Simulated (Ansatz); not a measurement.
# Cl₂FH₂HfN: what the fields show

Input

```
crystal:
  periodic: [false, false, false]
  atoms:
    - { symbol: Hf, position_ang: [0.0, 0.0, 0.0] }
    - { symbol: Cl, position_ang: [0.0, 0.0, 2.52] }
    - { symbol: "N", position_ang: [2.084, 0.0, -0.7359] }
    - { symbol: H, position_ang: [2.5823, -0.918, -0.9166] }
    - { symbol: H, position_ang: [2.5853, 0.918, -0.9082] }
    - { symbol: Cl, position_ang: [-1.1869, 2.0563, -0.8392] }
    - { symbol: F, position_ang: [-0.9326, -1.6157, -0.6593] }
basis:
  gaussian: { orbitals: def2-SVP }
hamiltonian:
  xc: b3lyp
  dispersion: d4
relax:
  f_tol: 0.02
  max_steps: 40
output:
  orbitals: {}
```

Launched as:

```sh
ansatz run input.yaml --threads 2 --pin off --max-ram 3072MiB --backend cpu --events-out ev --progress --plain --runs-dir out
```

The fields are those of the run's last geometry, not of the input's.

Core potentials replace the inner electrons of Hf.

All numbers below come from Ansatz 0.2.0, RKS B3LYP-D4/def2-SVP.

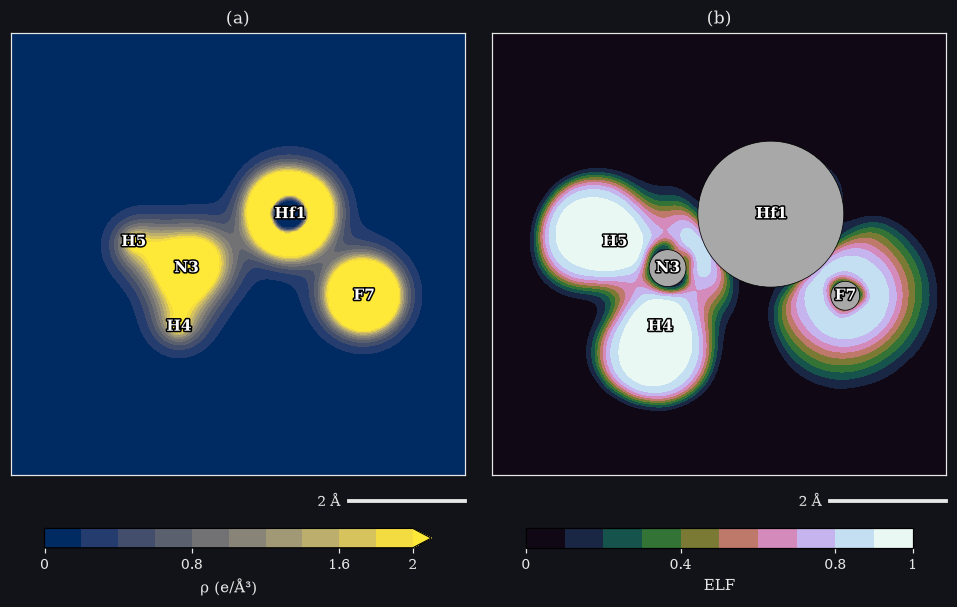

Figure 1. (a) electron density; (b) ELF on the plane of atoms Hf1, N3 and H5. Grey discs cover the atomic cores in the ELF map.

Question: What do the fields say about this system?

Answer: Atoms in the plane: Hf, N, H and F. Hf–F (1.91 Å): ρ at the midpoint is about 0.87 e/Å³; the ELF peaks at about 0.85 in the valence shell of F, 0.5 Å from its nucleus, and drops to about 0.20 between the two atoms. Hf–N (2.01 Å): ρ is about 0.85 e/Å³ halfway; the ELF peaks at about 0.90 in the valence shell of N, 0.6 Å from its nucleus, and is about 0.30 at the midpoint. N–H (1.02 Å): ρ is about 2.7 e/Å³ halfway; the ELF climbs to about 1 towards the hydrogen, as it does in any bond to H (an ordinary covalent bond to hydrogen).

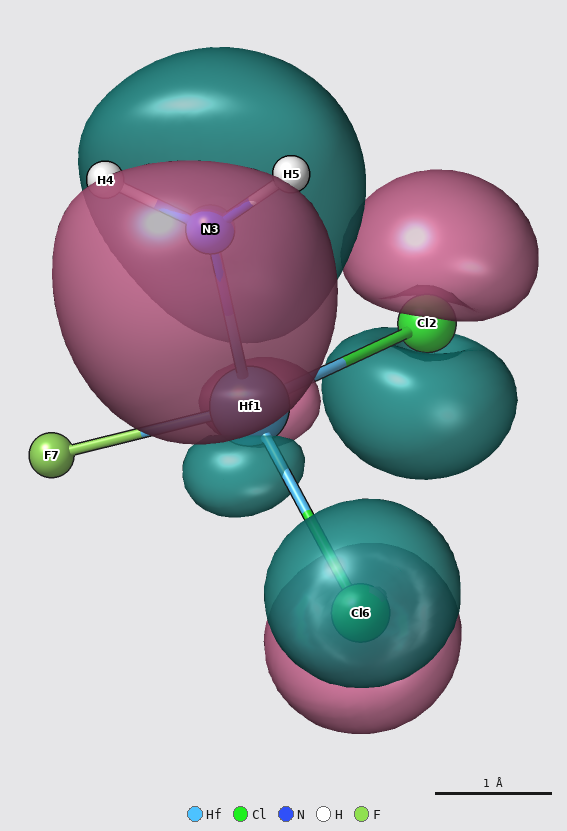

Figure 2. The HOMO at ±0.08 Å⁻³ᐟ² (teal and pink are the two phases), seen at an oblique angle.

Question: What is the character of this orbital?

Answer: It lies mainly on N3 (about 60 %), Hf1 (about 10 %), Cl2 (about 10 %) and Cl6 (about 10 %). Its energy is −7.92 eV.

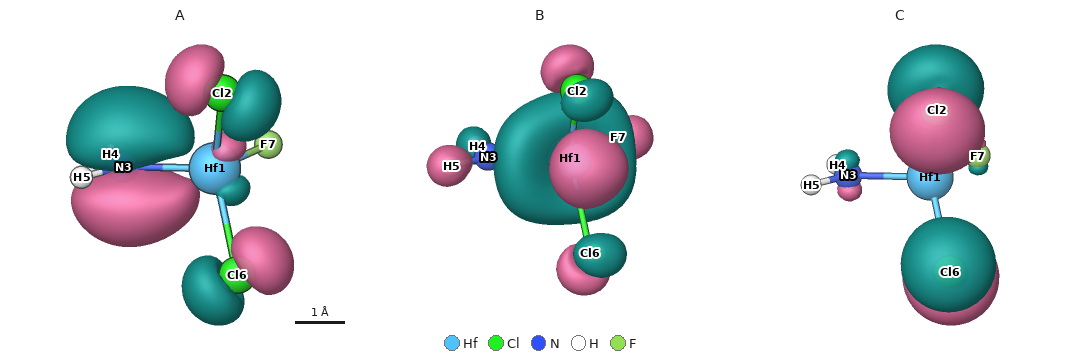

Figure 3. Three frontier orbitals at ±0.1 Å⁻³ᐟ² (teal and pink are the two phases), in no order.

Question: Which picture is the HOMO−1, the HOMO and the LUMO?

Answer: C is the HOMO−1 (−8.86 eV). It lies mainly on Cl2 (about 45 %) and Cl6 (about 45 %); largely a combination of lone pairs on Cl2 and Cl6. A is the HOMO (−7.92 eV). By Hirshfeld shares it lies mainly on N3 (about 60 %), Hf1 (about 10 %), Cl2 (about 10 %) and Cl6 (about 10 %). B is the LUMO (−1.52 eV). It lies mainly on Hf1 (about 70 %), Cl2 (about 5 %) and Cl6 (about 5 %).

Question: What is the HOMO–LUMO gap?

Answer: 6.40 eV between the orbital energies.
